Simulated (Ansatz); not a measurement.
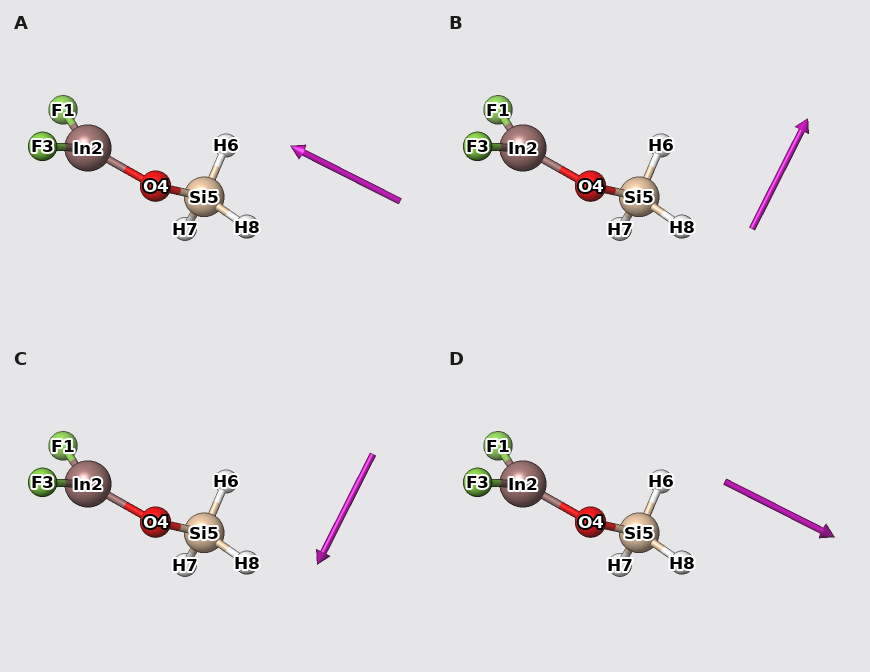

The same molecule four times, each with an arrow. The geometry was computed by an optimisation with PBE0-D4/def2-TZVP. Level of theory: RKS PBE0-D4/def2-TZVP, core potentials on In (Ansatz 0.2.0).

Which arrow points along the dipole moment, from the negative to the positive end?

D. The dipole moment is 1.42 D; it points from the side of F3 to the side of H8 (the outermost atoms at the two ends).
